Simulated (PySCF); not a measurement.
C3H3AlF3N

```xyz
11

F    -2.9021    2.1702    1.6653
Al   -2.3647    1.1641    0.4810
N    -0.5636    2.0587   -0.0764
C     0.0880    1.2490    0.4343
C     0.3501    0.0454    1.1229
C    -1.1530   -0.4513    1.1318
F    -1.3545   -0.9598   -0.1655
F    -1.2148   -1.5508    1.9259
H    -3.0981    0.8643   -0.7957
H     0.6987    0.2071    2.1431
H     1.0050   -0.6508    0.5953
```

Geometry: GFN2-xTB.

All numbers below come from CAM-B3LYP/def2-SVPD, SCF density, gas phase in PySCF.

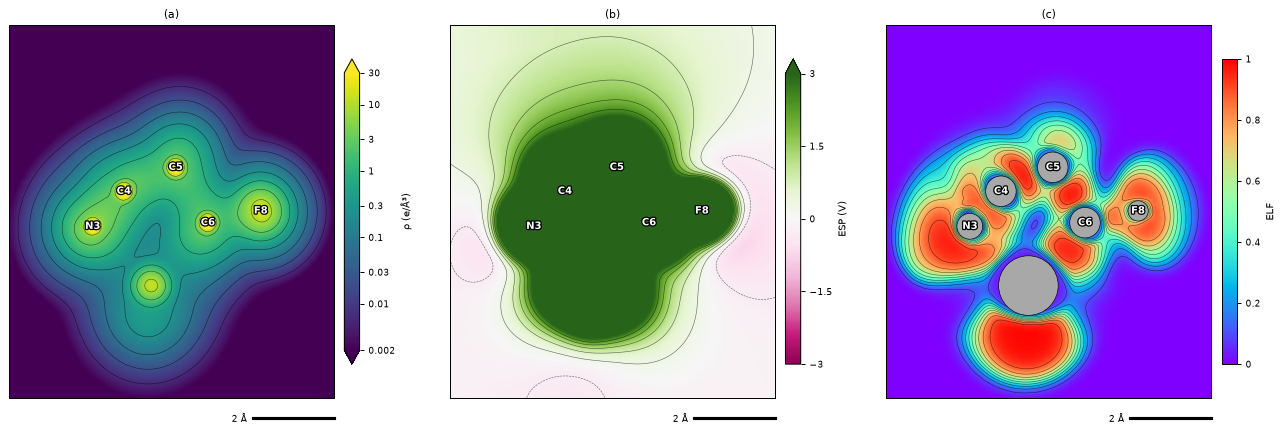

Figure 1. (a) total electron density; (b) electrostatic potential; (c) ELF on the plane of atoms C4, C5 and C6. Grey discs cover the atomic cores in the ELF map.

Interpret the plot.

Answer. Atoms in the plane: N, C and F.
C–N (1.16 Å): ρ is about 3.5 e/Å³ halfway; the ELF peaks at about 0.85 between the atoms (a multiple bond).
C–F (1.36 Å): ρ at the midpoint is about 2.2 e/Å³, with its minimum of 1.7 e/Å³ about 0.5 Å from C; the ELF peaks at about 0.85 between the atoms, as expected for a shared but strongly polarised pair.
C–C (1.41 Å): ρ at the midpoint is about 1.9 e/Å³; the ELF peaks at about 0.95 between the atoms: a covalent bond.
The ELF also peaks beside N3 and F8, away from the bonds: lone-pair regions.
Outside the dense part of the molecule the potential is most negative (−0.7 V) near F8.

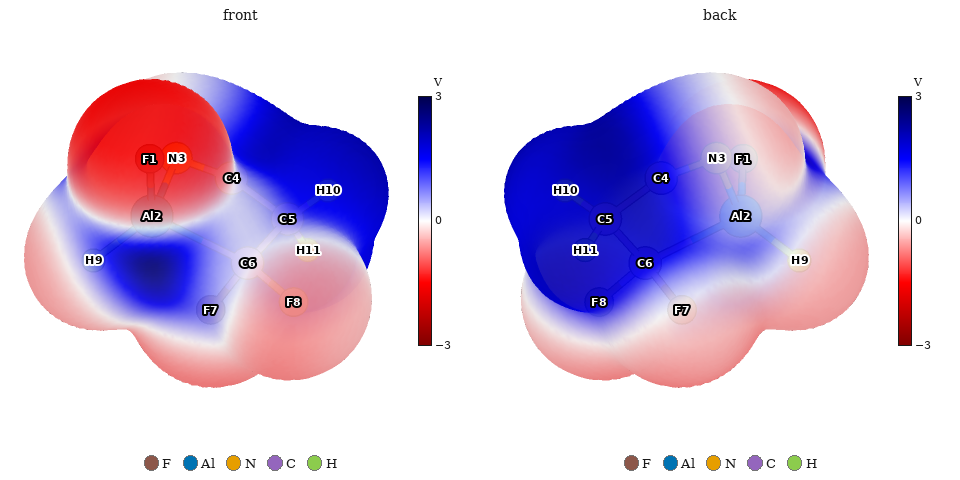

Figure 2. The electrostatic potential painted on the density surface at 0.002 e/bohr³, seen from the front and from behind; the colour scale runs from red (negative) to blue (positive).

Which sites attract a positive test charge, and which a negative one?

Answer. A positive charge is drawn to the negative regions and a negative charge to the positive ones. The most negative region (about −1.6 V) lies over F1, the most positive (about +2.4 V) over Al2 and C4.

How polar is the molecule by this calculation?

Answer. Its dipole moment is 4.55 D.
